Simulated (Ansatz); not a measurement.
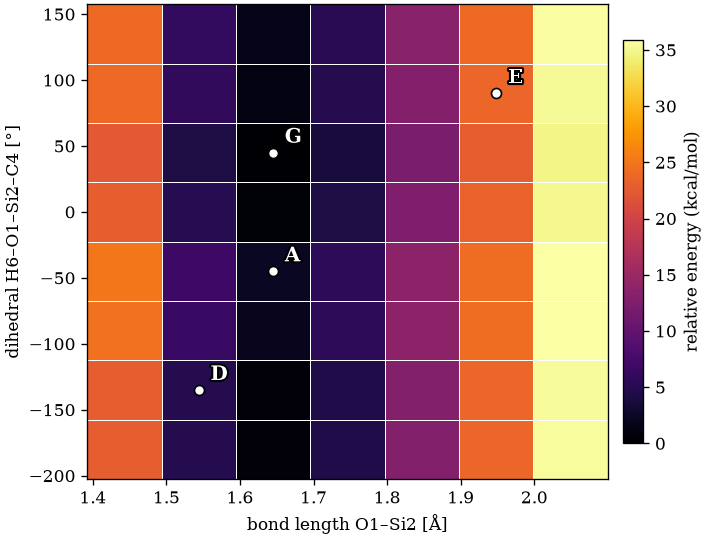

CH₃BrO₂Si, SMILES O[Si]1(Br)CO1. The first coordinate is: bond length O1–Si2; the second: dihedral H6–O1–Si2–C4. Nothing is relaxed (all other coordinates rigid). The grid has 7 × 8 points. Points are written as (first, second). All energies are given in kcal/mol relative to the lowest grid point. Method: RKS PBE0-D4/def2-SVP (Ansatz).

Drawn: one coloured cell a grid point, lettered points.

### What kind of point is each of E, G: minimum, saddle, maximum or slope?

E: on a slope; G: minimum. (In these two coordinates alone; a stationary point may lie a little off the grid point.)

### Rank the lettered points by energy, lowest first.

G (0.0 kcal/mol), A (2.1 kcal/mol), D (4.9 kcal/mol), E (23.6 kcal/mol).
